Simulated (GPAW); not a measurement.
# STM contrast on W2N(OH)2 MXene monolayer

Aim: Tersoff-Hamann images of W2N(OH)2 MXene monolayer at several biases.

Program: GPAW 26.7.0. Level of theory: GPAW, PAW setups; layer in a repeated cell with vacuum, relaxation of atoms and in-plane cell, in the first sound run; inputs show where later runs differ. Results are calculated unless marked as measured.

**1. Set-up**

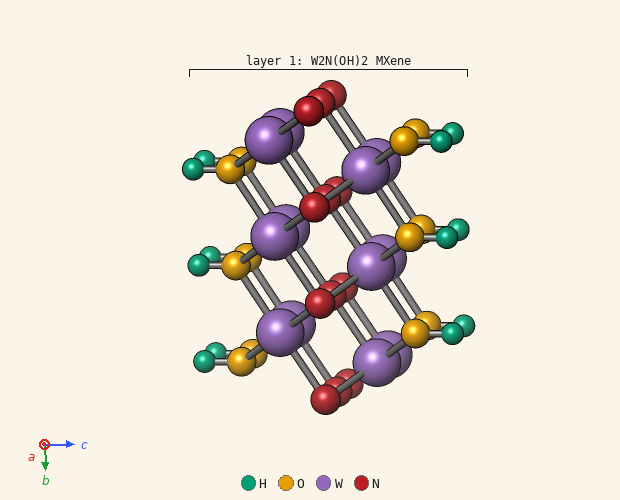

Start, viewed from the side, with the c axis across the page; hydrogen teal, oxygen orange, tungsten purple, nitrogen red. 2×3×1 cells are drawn. Some periodic images of atoms are drawn too.

The cell holds 7 atoms: 2 H, 2 O, 2 W and 1 N. Its edges and angles: a = 3.054 Å, b = 3.054 Å, c = 22.717 Å, α = 90.0°, β = 90.0°, γ = 120.0°. Vacuum lies along c.

**2. Relaxing the atoms**

Forces are removed first; all later runs use this geometry.

run.py

```python
import json
import numpy as np
from ase import Atoms
from ase.filters import FrechetCellFilter
from ase.optimize import BFGS
from gpaw import GPAW, PW

slab = Atoms(
    ['H', 'O', 'W', 'N', 'W', 'O', 'H'],
    positions=[
        [-0.00000, 1.76317, 8.00000],
        [-0.00000, 1.76317, 8.98000],
        [1.52695, 0.88159, 10.15352],
        [0.00000, 0.00000, 11.35851],
        [-0.00000, 1.76317, 12.56350],
        [1.52695, 0.88159, 13.73701],
        [1.52695, 0.88159, 14.71701]],
    cell=[[3.05391, 0.0, 0.0], [-1.52695, 2.64476, 0.0], [0.0, 0.0, 22.717]],
    pbc=[True, True, True])

slab.calc = GPAW(mode=PW(600), xc='PBE', kpts={'size': (12, 12, 1), 'gamma': True},
                 occupations={'name': 'fermi-dirac', 'width': 0.05}, nbands='160%',
                 convergence={'density': 1e-05}, maxiter=200,
                 symmetry={'tolerance': 1e-3}, txt='slab.txt')
result = {}
# The in-plane cell is free; stress needs a cell that repeats along all three vectors
path = []
opt = BFGS(FrechetCellFilter(slab, mask=[1, 1, 0, 0, 0, 1]), maxstep=0.2)
opt.attach(lambda: path.append((slab.get_potential_energy(), slab.positions.tolist(), slab.get_forces().tolist())))
result['relaxed'] = bool(opt.run(fmax=0.02, steps=45))
result['path'] = path
result['cell'] = slab.cell.tolist()
print('in-plane lattice', slab.cell.cellpar().round(4)[[0, 1, 5]])
energy = slab.get_potential_energy()
fermi = slab.calc.get_fermi_level()
v = slab.calc.get_electrostatic_potential().mean((0, 1)) - fermi
n = slab.calc.get_pseudo_density().mean((0, 1))
L = slab.cell[2, 2]
z = np.arange(len(v)) * L / len(v)
low, high = slab.positions[:, 2].min(), slab.positions[:, 2].max()
below, above = np.interp([low - 5.8, high + 5.8], z, v)
slopes = [np.interp(x, z, np.gradient(v, z)) for x in (low - 5.8, high + 5.8)]
eps = np.array([[slab.calc.get_eigenvalues(k, s) for k in range(len(slab.calc.get_ibz_k_points()))]
                for s in range(slab.calc.get_number_of_spins())]) - fermi
top, bottom = eps[eps < 0].max(), eps[eps > 0].min()
dipole = slab.get_dipole_moment()[2]
print(f'energy {energy:.4f} eV, Fermi level {fermi:.4f} eV, dipole {dipole:.5f} e A')
print(f'potential 5.8 A off the faces, from the Fermi level: lower {below:.4f} eV, upper {above:.4f} eV')
print(f'slope of the potential there: lower {slopes[0]:.5f}, upper {slopes[1]:.5f} eV/A')
print(f'nearest levels on the mesh: {top:.4f} and {bottom:.4f} eV')
print('magnetic moment', round(slab.get_magnetic_moment(), 3))
result.update(energy=energy, fermi=fermi, dipole=dipole, below=below, above=above, slopes=slopes, edges=[top, bottom],
              z=z.tolist(), v=v.tolist(), n=n.tolist(), positions=slab.positions.tolist(),
              forces=slab.get_forces(apply_constraint=False).tolist(), moments=slab.get_magnetic_moments().tolist())
json.dump(result, open('result.json', 'w'))
```

Launch:

```sh
> OMP_NUM_THREADS=1 OPENBLAS_NUM_THREADS=1 python run.py
```

What it wrote:

```text
Step          Energy          fmax
BFGS:    0      -49.718752        1.636792
BFGS:    1      -49.813689        1.296740
BFGS:    2      -50.006975        1.007068
BFGS:    3      -50.119929        1.280375
BFGS:    4      -50.240563        1.848160
BFGS:    5      -50.432716        2.102701
BFGS:    6      -50.713908        1.670602
BFGS:    7      -50.920412        1.804694
BFGS:    8      -51.113505        1.661822
BFGS:    9      -51.270603        1.595243
BFGS:   10      -51.400168        1.466952
BFGS:   11      -51.628099        0.475860
BFGS:   12      -51.609791        0.092895
BFGS:   13      -51.617202        0.026048
BFGS:   14      -51.617154        0.004353
in-plane lattice [  2.7859   2.7859 119.9999]
energy -51.6049 eV, Fermi level 3.1465 eV, dipole 0.00036 e A
potential 5.8 A off the faces, from the Fermi level: lower 2.7543 eV, upper 2.7533 eV
slope of the potential there: lower -0.00143, upper 0.00206 eV/A
nearest levels on the mesh: -0.0168 and 0.0118 eV
magnetic moment 0.0
```

Wall time 27 min (1 thread of Arm Neoverse V1, shared host); peak memory 0.44 GiB.

This step gave:

```yaml
dipole_along_the_normal: 3.59e-4 e·Å
levels_nearest_the_fermi_level_on_the_mesh: -0.01681, 0.01181 eV from the Fermi level
```

The electrostatic potential energy of an electron (without an applied field's), less the Fermi level, planar mean oscillates, so the rows of the table below give means over windows of 2.02 Å about each position, cut where the curve ends. Its maxima inside the range that stand out by 2 % of the span (Å: eV): 7.7: -1.22, 8.8: -6.97, 10.9: -6.68, 11.9: -6.68, 13.9: -6.98, 15.0: -1.22. Its minima: 7.4: -2.49, 8.4: -13.6, 9.8: -32.3, 11.4: -15.6, 12.9: -32.3, 14.3: -13.6, 15.3: -2.50.

Table of electrostatic potential energy of an electron (without an applied field's), less the Fermi level, planar mean by z; means over each step:

```tsv
z (Å)	electrostatic potential energy of an electron (without an applied field's), less the Fermi level, planar mean (eV)
1.01	2.75
3.03	2.74
5.05	2.47
7.07	-0.567
9.09	-16.9
11.11	-11.9
13.13	-18.7
15.15	-3.69
17.17	2.19
19.19	2.72
21.21	2.75
```

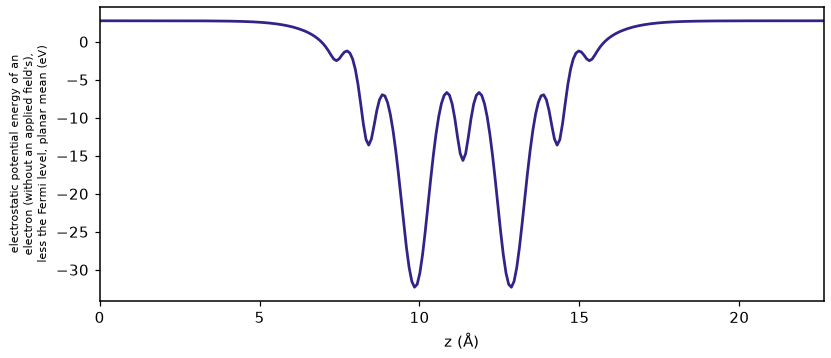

Electrostatic potential energy of an electron (without an applied field's), less the Fermi level, planar mean against z.

The pseudo valence density, planar mean oscillates, so the rows of the table below give means over windows of 1.51 Å about each position, cut where the curve ends. Its maxima inside the range that stand out by 2 % of the span (Å: e/Å³): 8.4: 1.12, 9.9: 1.96, 11.4: 0.824, 12.8: 1.96, 14.3: 1.12. Its minima: 9.1: 0.525, 10.8: 0.551, 11.9: 0.551, 13.6: 0.525.

The pseudo valence density, planar mean by z; means over each step:

```tsv
z (Å)	pseudo valence density, planar mean (e/Å³)
2.27	4.8e-5
3.78	4.7e-4
5.29	0.00351
6.80	0.0639
8.31	0.696
9.82	1.20
11.33	0.681
12.84	1.20
14.35	0.710
15.86	0.0748
17.37	0.00383
18.88	5.2e-4
20.39	5.4e-5
```

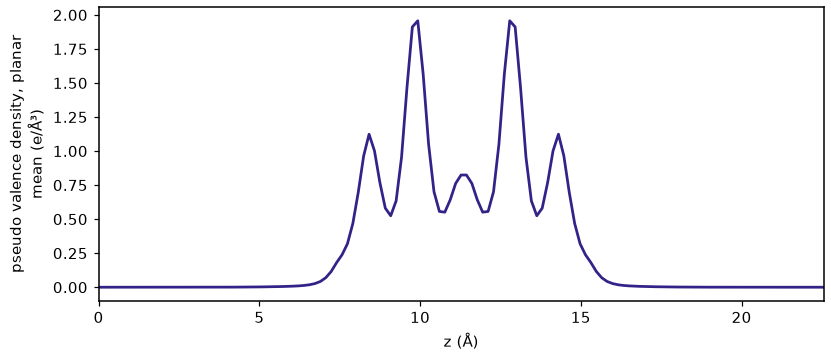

Pseudo valence density, planar mean against z.

The relaxation lowered the energy of the cell by 1.90 eV (energies extrapolated to zero smearing; the optimiser's log prints free energies). The largest force left on a free atom is 0.0044 eV/Å.

**3. The slab's potential**

With the geometry fixed, the planar mean of the potential gives the vacuum level on each side.

This step: GPAW, PAW setups; slab in vacuum (GPAW 26.7.0).

The cell differs from the one that the last finished run ended in (c 22.717 → 23.901 Å).

run.py

```python
import json
import numpy as np
from ase import Atoms
from ase.dft.stm import STM
from gpaw import GPAW, PW

slab = Atoms(
    ['H', 'O', 'W', 'N', 'W', 'O', 'H'],
    positions=[
        [0.00000, 1.60842, 8.00000],
        [0.00000, 1.60842, 8.98694],
        [1.39293, 0.80421, 10.45243],
        [0.00000, 0.00000, 11.95038],
        [0.00000, 1.60842, 13.44832],
        [1.39293, 0.80421, 14.91381],
        [1.39293, 0.80421, 15.90074]],
    cell=[[2.78587, 0.0, 0.0], [-1.39293, 2.41263, 0.0], [0.0, 0.0, 23.9007]],
    pbc=[True, True, False])

slab.calc = GPAW(mode=PW(500), xc='PBE', kpts={'size': (12, 12, 1), 'gamma': True},
                 occupations={'name': 'fermi-dirac', 'width': 0.05}, nbands='160%',
                 convergence={'density': 1e-05}, maxiter=200,
                 poissonsolver={'dipolelayer': 'xy'},
                 symmetry={'tolerance': 1e-3}, txt='slab.txt')
result = {}
energy = slab.get_potential_energy()
fermi = slab.calc.get_fermi_level()
v = slab.calc.get_electrostatic_potential().mean((0, 1)) - fermi
n = slab.calc.get_pseudo_density().mean((0, 1))
L = slab.cell[2, 2]
z = np.arange(len(v)) * L / len(v)
low, high = slab.positions[:, 2].min(), slab.positions[:, 2].max()
below, above = np.interp([low - 5.8, high + 5.8], z, v)
slopes = [np.interp(x, z, np.gradient(v, z)) for x in (low - 5.8, high + 5.8)]
eps = np.array([[slab.calc.get_eigenvalues(k, s) for k in range(len(slab.calc.get_ibz_k_points()))]
                for s in range(slab.calc.get_number_of_spins())]) - fermi
top, bottom = eps[eps < 0].max(), eps[eps > 0].min()
dipole = slab.get_dipole_moment()[2]
print(f'energy {energy:.4f} eV, Fermi level {fermi:.4f} eV, dipole {dipole:.5f} e A')
print(f'potential 5.8 A off the faces, from the Fermi level: lower {below:.4f} eV, upper {above:.4f} eV')
print(f'slope of the potential there: lower {slopes[0]:.5f}, upper {slopes[1]:.5f} eV/A')
print(f'nearest levels on the mesh: {top:.4f} and {bottom:.4f} eV')
print('magnetic moment', round(slab.get_magnetic_moment(), 3))
result.update(energy=energy, fermi=fermi, dipole=dipole, below=below, above=above, slopes=slopes, edges=[top, bottom],
              z=z.tolist(), v=v.tolist(), n=n.tolist(), positions=slab.positions.tolist(),
              forces=slab.get_forces(apply_constraint=False).tolist(), moments=slab.get_magnetic_moments().tolist())

# Images need the states of the whole zone, up to time reversal
slab.calc = slab.calc.fixed_density(symmetry={'point_group': False}, txt='states.txt', nbands='280%',
                                    convergence={'bands': 'CBM+2.3'})
stm = STM(slab)
result['stm'] = []
for bias in [-1.5, 2.0]:
    height = high + 4.0
    current = stm.get_averaged_current(bias, height)
    x, y, h = stm.scan(bias, current)
    i, f = divmod(height / L * stm.ldos.shape[2], 1)
    I = abs((1 - f) * stm.ldos[:, :, int(i)] + f * stm.ldos[:, :, int(i) + 1])
    print(f'bias {bias} V: mean current at 4.0 A {current:.4e}, corrugation {np.ptp(h):.4f} A')
    result['stm'].append(dict(bias=bias, current=current, h=(h - high).tolist(), I=I.tolist()))
json.dump(result, open('result.json', 'w'))
```

What it wrote:

```text
energy -50.4639 eV, Fermi level 2.8452 eV, dipole 0.00094 e A
potential 5.8 A off the faces, from the Fermi level: lower 2.7875 eV, upper 2.7649 eV
slope of the potential there: lower -0.00283, upper 0.00283 eV/A
nearest levels on the mesh: -0.0183 and 0.0122 eV
magnetic moment 0.0
bias -1.5 V: mean current at 4.0 A 1.4134e-04, corrugation 0.0302 A
bias 2.0 V: mean current at 4.0 A 7.8709e-04, corrugation 0.0281 A
```

It took 5 min on 1 thread; peak memory 0.71 GiB.

This step gave:

```
dipole along the normal                    : 9.40e-4 e·Å
levels nearest the Fermi level on the mesh : -0.01828, 0.01218 eV from the Fermi level
upper work function                        : 2.765 eV
lower work function                        : 2.788 eV
corrugation -1.5                           : 0.03016 Å
corrugation 2                              : 0.02814 Å
```

The electrostatic potential energy of an electron (without an applied field's), less the Fermi level, planar mean oscillates, so the rows of the table below give means over windows of 2.01 Å about each position, cut where the curve ends. Its maxima inside the range that stand out by 2 % of the span (Å: eV): 8.3: -1.21, 9.5: -6.94, 11.5: -6.73, 12.4: -6.73, 14.4: -6.96, 15.6: -1.23. Its minima: 8.0: -2.43, 9.0: -13.6, 10.4: -32.2, 12.0: -15.7, 13.5: -32.2, 14.9: -13.6, 15.9: -2.45.

Electrostatic potential energy of an electron (without an applied field's), less the Fermi level, planar mean against z; means over each step:

```tsv
z (Å)	electrostatic potential energy of an electron (without an applied field's), less the Fermi level, planar mean (eV)
1.00	2.79
3.01	2.78
5.02	2.67
7.03	0.835
9.04	-8.35
11.05	-18.4
13.06	-18.7
15.07	-6.67
17.08	1.32
19.09	2.68
21.10	2.76
23.11	2.77
```

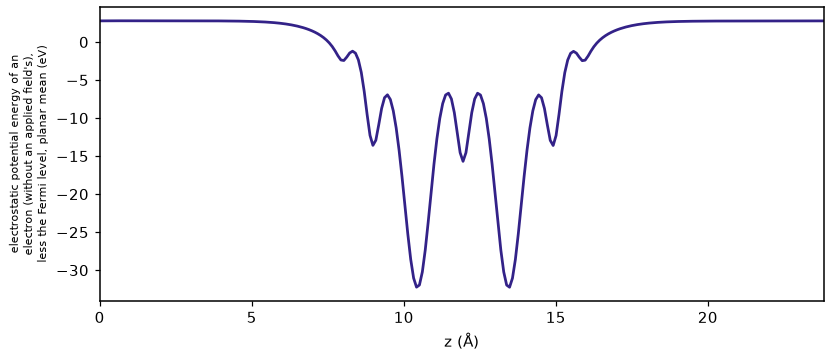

Electrostatic potential energy of an electron (without an applied field's), less the Fermi level, planar mean, plotted against z.

The pseudo valence density, planar mean oscillates, so the rows of the table below give means over windows of 1.53 Å about each position, cut where the curve ends. Its maxima inside the range that stand out by 2 % of the span (Å: e/Å³): 9.0: 1.12, 10.5: 1.96, 12.0: 0.818, 13.4: 1.96, 14.9: 1.12. Its minima: 9.6: 0.548, 11.3: 0.539, 12.6: 0.539, 14.3: 0.548.

Table of pseudo valence density, planar mean by z; means over each step:

```tsv
z (Å)	pseudo valence density, planar mean (e/Å³)
2.29	2.1e-5
3.82	2.2e-4
5.35	0.00184
6.88	0.0181
8.41	0.514
9.95	1.13
11.47	0.776
13.00	1.13
14.53	0.822
16.06	0.173
17.59	0.00620
19.12	8.6e-4
20.65	9.1e-5
```

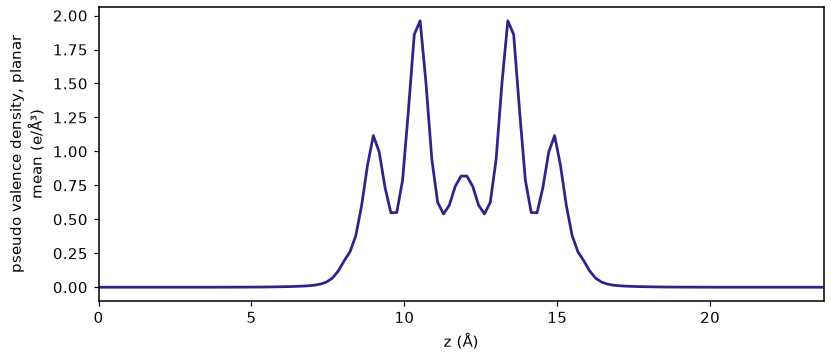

Pseudo valence density, planar mean, plotted against z.

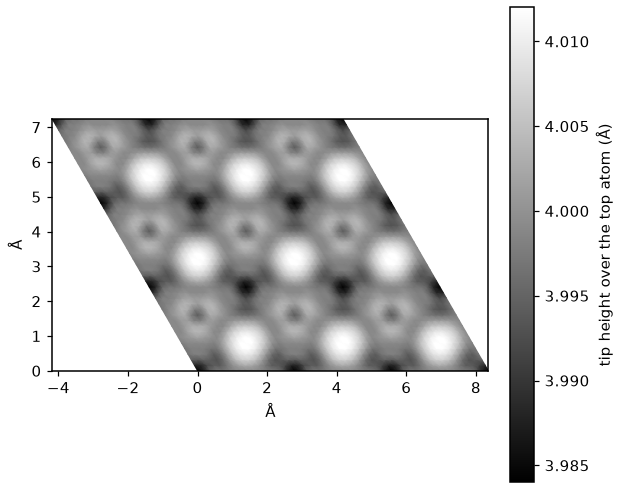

Tip height over the top atom over a1 and a2. Sample bias -1.5 V, constant current at the mean current 4.0 Å over the top atom. The cell is repeated, with its origin at the lower left corner.

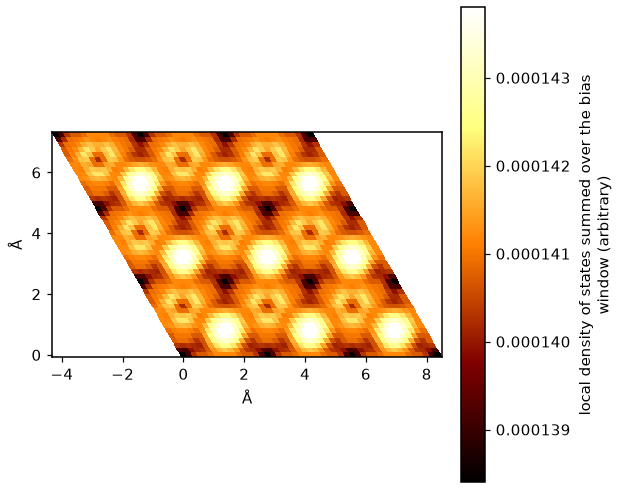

Local density of states summed over the bias window over a1 and a2. Sample bias -1.5 V, constant height 4.0 Å over the top atom. The cell is repeated, with its origin at the lower left corner.

(Part 1 of 2 ends here.)

[Logs are printed without paths, hosts, clocks, repeated set-up lines and the standing remarks that a program may print on its own settings, such as how far it seeks lower states.]

[Hosts, paths, dates, database ids (printed as entryN), source tags and the programs' standing remarks are cut or masked in the printed files.]
